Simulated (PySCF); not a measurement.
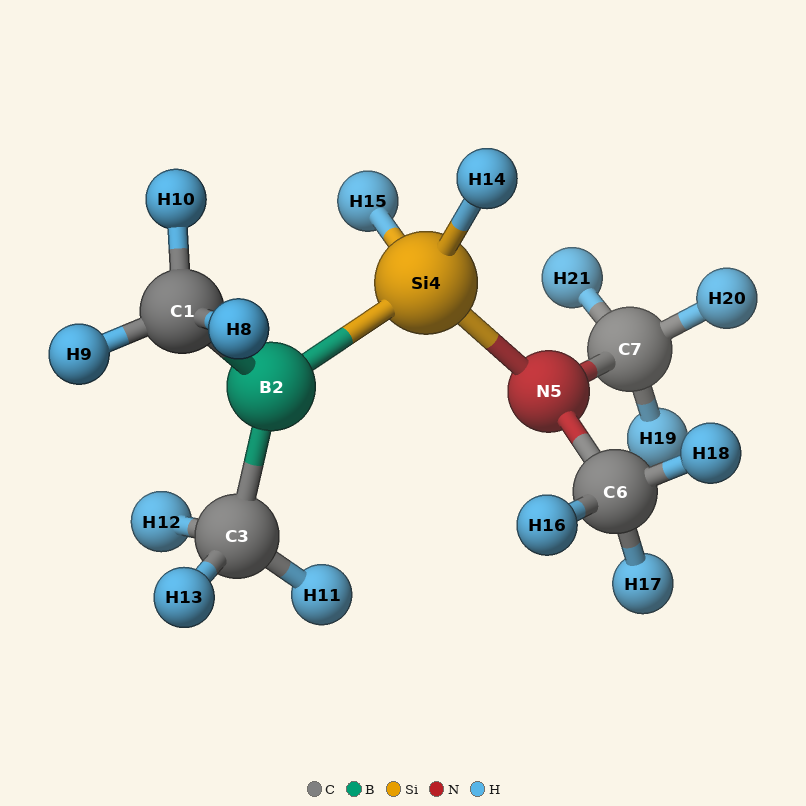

The geometry was computed by an optimisation with PBE0-D3(BJ)/def2-SVP. No frequency run is at hand to confirm it as a minimum. Properties computed with delta-SCF UKS SCAN, pcX-2 on the ionised atom, pcseg-1 elsewhere, spin-free X2C (PySCF 2.14.0).

Give the core-electron binding energies (to vacuum; p and d levels without spin–orbit splitting) of C1 1s, B2 1s, Si4 1s, Si4 2p, N5 1s, C6 1s.

| atom | level | binding energy (eV) |
| --- | --- | --- |
| C1 | 1s | 290.0 |
| B2 | 1s | 195.3 |
| Si4 | 1s | 1845.7 |
| Si4 | 2p | 106.1 |
| N5 | 1s | 403.9 |
| C6 | 1s | 291.3 |
